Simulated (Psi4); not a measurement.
**C2H7AlO (SMILES C[CH2][AlH][OH]): PBE0/6-31G(d) (spherical functions)**

Aim: the energy change on altering one bond length of C2H7AlO at PBE0/6-31G* (spherical functions), from 2 runs. 

Program for the calculation: Psi4 1.11.

2 further runs of the same task are left out: 2 set aside as unsound or not needed. Runs told in other sessions of the task aren't counted.

### Step 1. The structure to begin with

C2H7AlO has 11 atoms, charge 0, and is taken as a singlet. As SMILES, `C[CH2][AlH][OH]`. Geometry: relaxed at PBE0-D4/def2-TZVP. This is one conformer, not always the lowest.

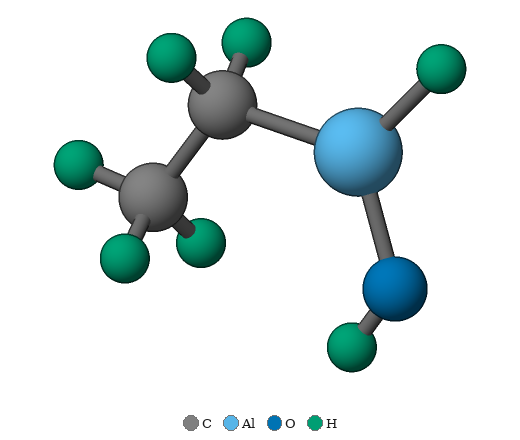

Viewed from a chosen angle; carbon grey, aluminium blue, oxygen blue, hydrogen teal.

### Step 2. A single-point energy at PBE0/6-31G(d) (spherical functions)

c2h7alo.xyz reads:

```xyz
11
C2H7AlO
C     -1.111600     0.829400     0.106400
C      0.175900     0.388000     0.802000
Al     1.254500    -0.947900    -0.137800
O      0.762600    -1.576800    -1.639300
H     -1.791000    -0.011900    -0.058700
H     -1.662600     1.575000     0.687600
H     -0.910600     1.273300    -0.872900
H     -0.049300    -0.010000     1.800700
H      0.818800     1.256800     0.997900
H      2.622300    -1.522700     0.412400
H     -0.043800    -1.310100    -2.077800
```

c2h7alo_ase.py reads:

```python
import numpy as np
from ase.calculators.psi4 import Psi4
from ase.io import read

atoms = read('c2h7alo.xyz')
calc = Psi4(atoms=atoms, method='pbe0', basis='6-31G*', memory='2200MB', num_threads=1, charge=0, multiplicity=1, label='c2h7alo', reference='rks')
calc.psi4.set_options({'puream': True, 'e_convergence': 1e-09, 'd_convergence': 1e-08, 'scf_type': 'pk', 'dft_radial_points': 99, 'dft_spherical_points': 590})
atoms.calc = calc

print(f'energy: {atoms.get_potential_energy():.6f} eV')
```

Run with:

```console
$ python c2h7alo_ase.py
```

c2h7alo.dat:

```text
[...]
  Running in c1 symmetry.
[...]
  Nuclear repulsion =  154.697806134129877
[...]
  Multiplicity = 1
[...]
  Nalpha       = 20
  Nbeta        = 20
[...]
    Number of basis functions: 74
[...]
   @RKS iter   1:  -397.38695052597427   -4.57206e-01   1.27206e-02 DIIS/ADIIS
[...]
   @RKS iter  11:  -397.79856053355718   -9.15179e-12   9.07763e-09 DIIS
[...]
    Orbital Energies [Eh]
    ---------------------
    Doubly Occupied:
       1A    -56.133887     2A    -19.193989     3A    -10.219135
       4A    -10.205884     5A     -4.163438     6A     -2.697221
       7A     -2.691097     8A     -2.688991     9A     -0.989441
      10A     -0.769042    11A     -0.625992    12A     -0.506889
      13A     -0.449410    14A     -0.434101    15A     -0.384963
      16A     -0.357906    17A     -0.355277    18A     -0.333467
      19A     -0.322988    20A     -0.270040
[...]
  @RKS Final Energy:  -397.79856053355718
   => Energetics <=
    Nuclear Repulsion Energy =            154.6978061341298769
    One-Electron Energy =                -855.5769592469566760
    Two-Electron Energy =                 333.7615178396490592
    DFT Exchange-Correlation Energy =     -30.6809252603794711
    Empirical Dispersion Energy =           0.0000000000000000
    VV10 Nonlocal Energy =                  0.0000000000000000
    Total Energy =                       -397.7985605335571790
[...]
 Multipole Moments:
 ------------------------------------------------------------------------------------
     Multipole            Electronic (a.u.)      Nuclear  (a.u.)        Total (a.u.)
 ------------------------------------------------------------------------------------
 L = 1.  Multiply by 2.5417464519 to convert [e a0] to [Debye]
 Dipole X            :          4.0786834           -4.6868172           -0.6081338
 Dipole Y            :         -4.2148809            4.7045078            0.4896270
 Dipole Z            :         -2.2141180            2.3355370            0.1214190
 Magnitude           :                                                    0.7901290
[...]
```

On the terminal:

```text
energy: -10824.650191 eV
```

Run time: 22 s. Hardware: 1 thread of AMD EPYC 7R43 (Zen 3), shared host; peak memory 1.4 GiB.

### Step 3. The distorted shape: energy and forces at PBE0/6-31G(d) (spherical functions)

c2h7alo.inp reads:

```
memory 2.2 GB

molecule m {
  0 1
  C
  C 1 1.9871
  Al 2 1.957353 1 116.27952
  O 3 1.700583 2 121.12693 1 -0.38562
  H 1 1.093905 2 111.69953 3 59.81955
  H 1 1.094218 5 106.94593 2 -123.22362
  H 1 1.093836 5 106.92451 6 -114.28607
  H 2 1.098417 3 107.59157 4 123.74166
  H 2 1.098413 8 104.14862 3 -114.05817
  H 3 1.582401 4 115.00439 2 -179.94686
  H 4 0.955872 3 123.08474 10 -179.94909
  symmetry c1
  no_reorient
  no_com
}

set globals {
  basis 6-31G*
  puream true
  e_convergence 1e-09
  d_convergence 1e-08
  scf_type pk
  dft_radial_points 99
  dft_spherical_points 590
}

e, wfn = gradient('pbe0', return_wfn=True)
```

Run with:

```console
$ psi4 c2h7alo.inp c2h7alo.out -n 1
```

c2h7alo.out, cut to the lines that bear on the results:

```text
[...]
  Running in c1 symmetry.
[...]
  Nuclear repulsion =  147.506351221950013
[...]
  Multiplicity = 1
[...]
  Nalpha       = 20
  Nbeta        = 20
[...]
    Number of basis functions: 74
[...]
   @RKS iter   1:  -397.39202390739484   -8.34105e-01   1.18368e-02 ADIIS/DIIS
[...]
   @RKS iter  11:  -397.74336240053987   -1.08571e-11   9.76386e-09 DIIS
[...]
  @RKS Final Energy:  -397.74336240053987
   => Energetics <=
    Nuclear Repulsion Energy =            147.5063512219500126
    One-Electron Energy =                -841.2326854881982854
    Two-Electron Energy =                 326.5610769791358052
    DFT Exchange-Correlation Energy =     -30.5781051134273909
    Empirical Dispersion Energy =           0.0000000000000000
    VV10 Nonlocal Energy =                  0.0000000000000000
    Total Energy =                       -397.7433624005398656
[...]
 Multipole Moments:
 ------------------------------------------------------------------------------------
     Multipole            Electronic (a.u.)      Nuclear  (a.u.)        Total (a.u.)
 ------------------------------------------------------------------------------------
[...]
  -Total Gradient:
     Atom            X                  Y                   Z
    ------   -----------------  -----------------  -----------------
       1        0.000048534554    -0.001361029108    -0.057392345683
       2       -0.000011122149     0.002993060915     0.061475292368
       3       -0.000087803697    -0.004159380705     0.007744231349
       4        0.000028250679     0.009743284463    -0.004155216383
       5        0.003189520605     0.001445005311    -0.010505490220
       6        0.000002138542    -0.003095568616    -0.010789174454
       7       -0.003225246696     0.001461723125    -0.010502762736
       8        0.002987025640    -0.002460143225     0.010483926425
       9       -0.002968608355    -0.002419421904     0.010467177249
      10        0.000013318920    -0.000278567209    -0.002076908438
      11        0.000024653523    -0.001854882259     0.005254454997
[...]
```

Run time: 29 s. Hardware: 1 thread of AMD EPYC 7R43 (Zen 3), shared host; peak memory 1.4 GiB.

### Step 4. What came out

At PBE0/6-31G* (spherical functions):

```
                                                         quantity          value
                                        first shape: total energy  -397.79856 Eh
                                       first shape: dipole moment         2.01 D
                                         first shape: HOMO energy       -7.35 eV
                                         first shape: LUMO energy       -0.27 eV
                                       first shape: HOMO–LUMO gap        7.08 eV
                                    distorted shape: total energy  -397.74336 Eh
                                   distorted shape: dipole moment         2.03 D
                                     distorted shape: HOMO energy       -7.52 eV
                                     distorted shape: LUMO energy       -0.22 eV
                                   distorted shape: HOMO–LUMO gap        7.30 eV
                        distorted shape: largest force on an atom     3.165 eV/Å
energy change with the C1–C2 bond stretched from 1.529 to 1.987 Å       1.502 eV
```

With the C1–C2 bond stretched from 1.529 to 1.987 Å the energy rises by 1.50 eV (35 kcal/mol). The first shape isn't relaxed at this level, so the change isn't measured from a minimum.
